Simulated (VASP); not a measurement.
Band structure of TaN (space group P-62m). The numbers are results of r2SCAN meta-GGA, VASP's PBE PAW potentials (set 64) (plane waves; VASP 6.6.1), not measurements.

Unless said otherwise, spin-orbit coupling is left out, though it shifts the bands of the heavy elements here.

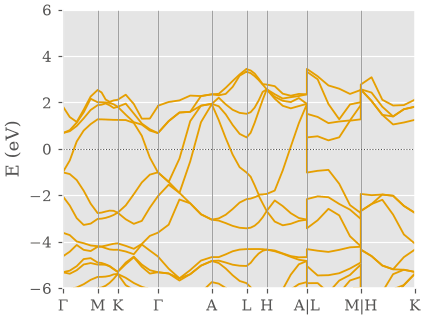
*Bands along high-symmetry lines, zero at the valence-band maximum or, without a gap, the Fermi level*

**Question.** Read the plot: is there a gap, and where are the band edges?

**Answer.** It has no gap at this level: it comes out as a metal or semimetal.

The structure comes from a computed database's TaN entry (P-62m); how it stands against other phases isn't given here. It was relaxed first.
